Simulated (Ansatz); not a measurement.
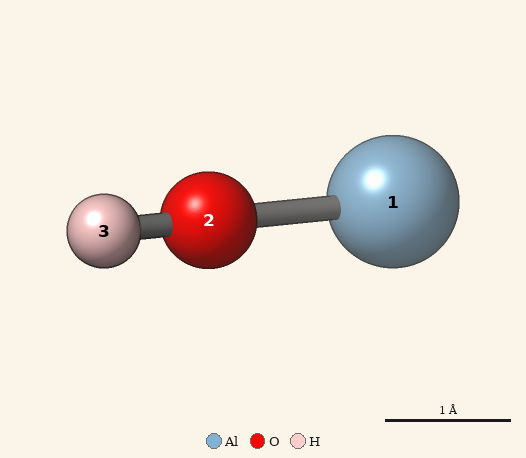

Orthographic view. Atoms fade into the background with distance from the viewer. The geometry was computed by an optimisation with PBE0-D4/def2-TZVP.

Give the geometry as a Z-matrix, atoms in numerical order, with these reference atoms: 2 to 1; 3 to 2, 1.

```
Al 
O    1   1.674
H    2   0.950   1   179.9
```
